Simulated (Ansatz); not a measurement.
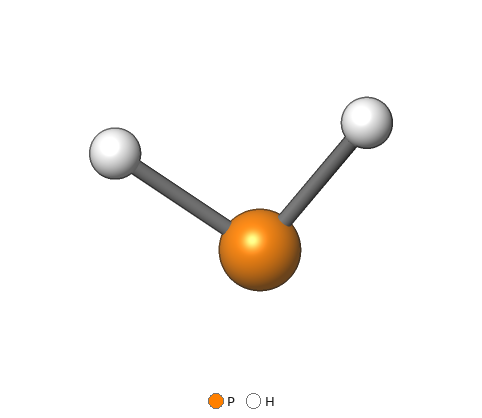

A ball-and-stick model of a molecule. Every bond is drawn as one stick, whatever its order.

State: neutral, doublet.

What does the picture show?

Formula PH2. SMILES: `[PH2]`. The point group is C2v. It is an open-shell species. Coordination: 1 P bent.

The parts below concern this one geometry. Atoms keep their numbers from picture to picture. Computed geometry: PBE0-D4/def2-TZVP optimisation.

## Dipole moment

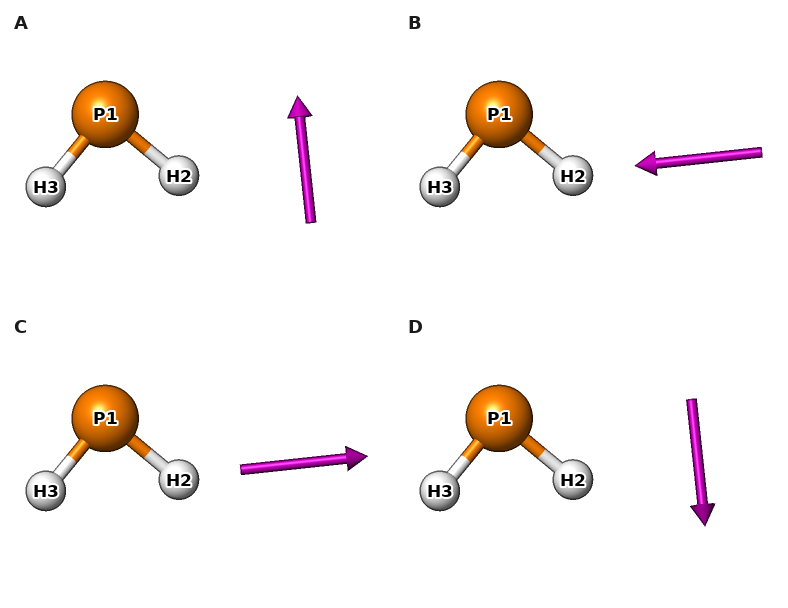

The same molecule four times, each with an arrow. Properties computed with UKS B3LYP-D4/def2-TZVPP (Ansatz 0.2.0).

Question: Which arrow points along the dipole moment, from the negative to the positive end?

Answer: D. The dipole moment is 0.56 D; it points from the side of P1 to the side of H2, H3 (the outermost atoms at the two ends).

## Thermal motion

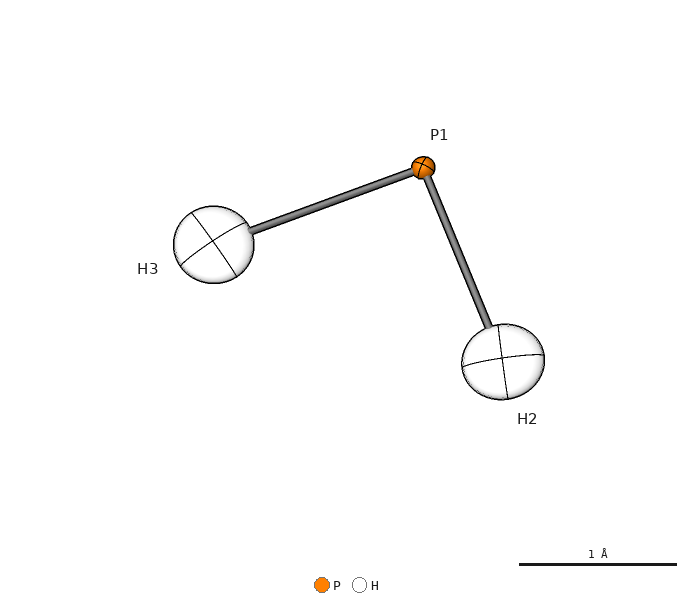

Displacement ellipsoids at the 50 % level, enlarged 2 times, from the internal vibrations of the free molecule (harmonic, no overall translation or rotation; no half-axis is drawn under 0.075 Å). Vibrations computed with UKS PBE0-D4/def2-TZVP (Ansatz 0.2.0). Temperature: 200 K.

Question: Which atom has the largest mean-square displacement?

Answer: H2, H3, with U_eq = 0.0047 Å².

List U_eq and the three principal root-mean-square amplitudes for each kind of atom.

```
  atom  U_eq (Å²)   rms amplitudes (Å)
    P1  < 0.00001  0.000, 0.003, 0.005
H2, H3     0.0047  0.000, 0.082, 0.085
```

## Vibrations

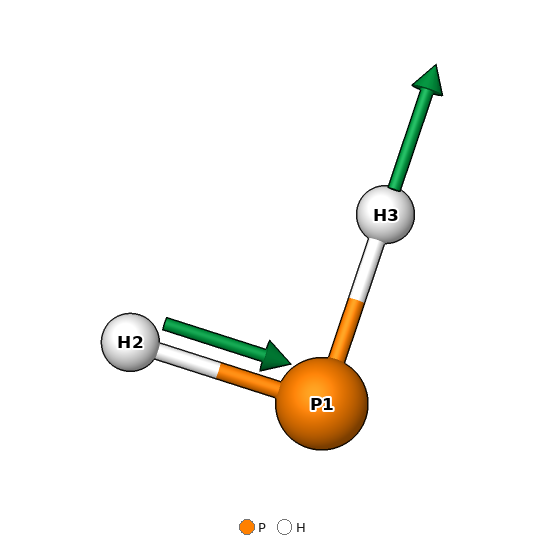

The arrows show one normal mode. Harmonic vibrations computed with UKS PBE0-D4/def2-TZVP (Ansatz 0.2.0) at a stationary point of the same level.

Question: What kind of motion is it?

Answer: Mostly out-of-phase stretching of 2 P–H bonds.

Question: Estimate its harmonic wavenumber.

Answer: 2403 cm⁻¹; it is mode 3 of 3 counted from the lowest.

## Charges

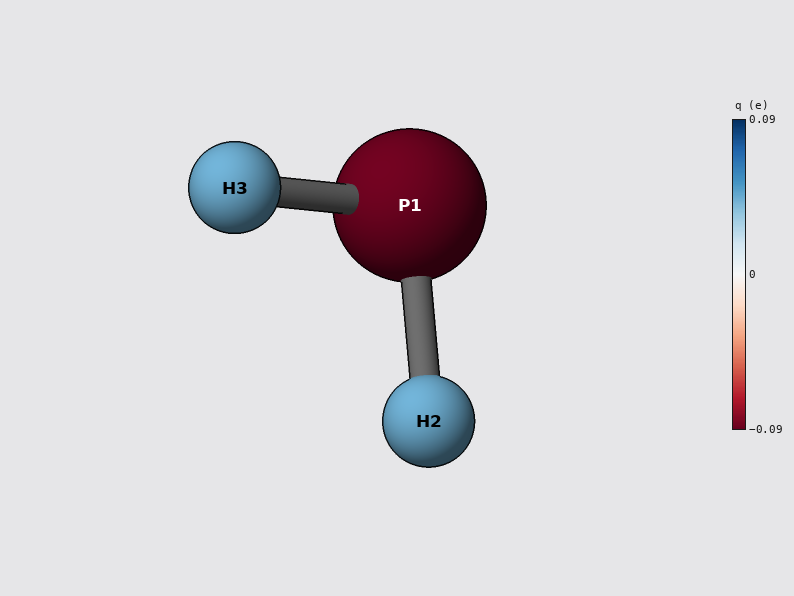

Atoms are coloured by their Mulliken charges. Level of theory: UKS PBE-D4/def2-TZVPP (Ansatz 0.2.0).

List the Mulliken charges.

```
atom  value (e)
  P1      −0.09
  H2       0.04
  H3       0.04
```

Mulliken values depend strongly on the basis set and can even reverse the polarity of a bond.
